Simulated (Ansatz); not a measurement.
**AlH2O2: short molecular-dynamics run in Python**

A script is to give a short molecular-dynamics run; the system is AlH2O2.

All numbers are computed with Ansatz 0.2.0 through its Python package. Level of theory: PBE/6-31G*.

## Step 1: The system

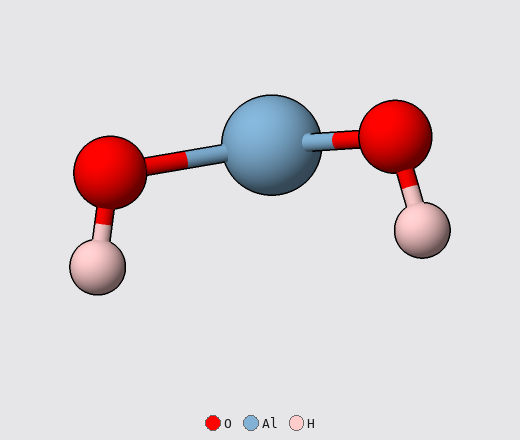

The structure that the script starts from, seen from a chosen angle (oxygen red, aluminium light blue, hydrogen pink).

The script holds or builds the structure itself.

## Step 2: Script

Contents of alh2o2_md.py:

```python
import ansatz as az
import numpy as np

geometry_ang = [
    ("O", (-1.5954, -0.0803, 0.1092)),
    ("Al", (-0.0181, -0.8802, 0.0556)),
    ("O", (1.4441, -0.0171, 0.6786)),
    ("H", (-1.6242, 0.4514, -0.7728)),
    ("H", (1.8435, 0.4525, -0.1119)),
]
mol = az.Crystal.molecule()
for symbol, xyz in geometry_ang:
    mol = mol.atom(symbol, xyz)

calc = (
    mol.calculation()
    .basis(gaussian="6-31G*")
    .functional("pbe")
    .spin("collinear", total=1)
    .md("nve", timestep=0.25, steps=30, temperature=500, initial_velocities="maxwell_boltzmann", seed=9)
)
frames = []
calc.session().plan().execute(on_event=lambda e: frames.append(e["data"]) if e["event"] == "md_step" else None)
print("t (fs)   E_pot (eV)      E_kin (eV)   T (K)   d(0-1) (A)")
for f in frames[::3]:
    xyz = np.array(f["positions_ang"])
    print(f"{f['time_fs']:6.2f} {f['lagrangian_ev']:14.5f} {f['e_kin_ev']:10.5f} {f['temperature_k']:8.1f} {np.linalg.norm(xyz[0] - xyz[1]):9.4f}")
kept = np.array([f["conserved_ev"] for f in frames])
print(f"conserved energy moves by at most {1000 * np.ptp(kept):.3f} meV")
```

## Step 3: The input behind the calls

The package turns the script's settings into the engine's input:

```yaml
crystal:
  periodic: [false, false, false]
  atoms:
    - { symbol: O, position_ang: [-1.5954, -0.0803, 0.1092] }
    - { symbol: Al, position_ang: [-0.0181, -0.8802, 0.0556] }
    - { symbol: O, position_ang: [1.4441, -0.0171, 0.6786] }
    - { symbol: H, position_ang: [-1.6242, 0.4514, -0.7728] }
    - { symbol: H, position_ang: [1.8435, 0.4525, -0.1119] }
basis:
  gaussian:
    orbitals: "6-31G*"
hamiltonian:
  xc: pbe
magnetization:
  spin_polarized: true
  initial_magnetization: 1.0
md:
  timestep: 0.25
  n_steps: 30
  ensemble: nve
  temperature: 500.0
  initial_velocities: maxwell_boltzmann
  seed: 9
```

## Step 4: Running it

Run with:

```console
$ python alh2o2_md.py
```

**Question.** What results will this script give? Wanted: total energy; dipole moment; <S²> of the mean field; mean temperature, second half; farthest move; largest change of the conserved energy.

**Answer**, as computed:

```
                              quantity           value
                          total energy  -10715.9395 eV
                         dipole moment          2.68 D
   <S²> of the mean field (pure state)    0.751 (0.75)
                     length of the run  30 steps, 8 fs
         mean temperature, second half           735 K
                         farthest move          0.31 Å
largest change of the conserved energy   0.09 meV/atom
```

**Reading.** The temperature swings between 364 and 854 K, with a mean of 735 K in the second half; 5 atoms fluctuate widely. The conserved energy stays within 0.09 meV/atom, so the time step holds. 8 fs show the first vibrations only, not equilibrium. Reading the output:
- The trajectory is only some femtoseconds long, and gives no averages; where the script doesn't relax first, it starts from a rough generated geometry.
- The species is open-shell (spin multiplicity 2).
- The temperature counts the internal degrees of freedom alone.
